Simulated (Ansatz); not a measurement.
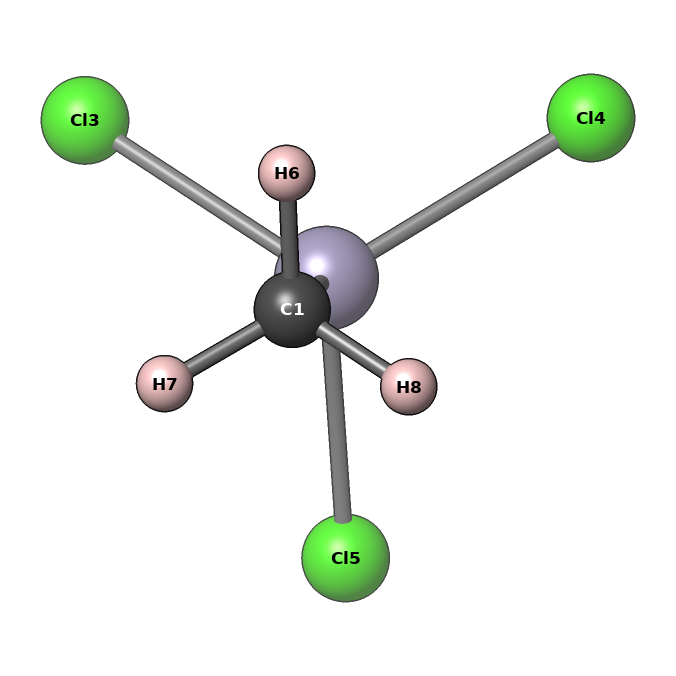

Sn2 lies behind C1. The molecule seen nearly along the C1–Sn2 bond, C1 in front. Depth is shown by fading: the farther an atom, the more it takes the colour of the background. The geometry was computed by an optimisation with PBE0-D4/def2-TZVP.

> What is the torsion angle H6–C1–Sn2–Cl3? The sign is positive where the front bond must turn clockwise to cover the back bond.

−61°, synclinal (gauche). The bonds about C1–Sn2 are staggered.
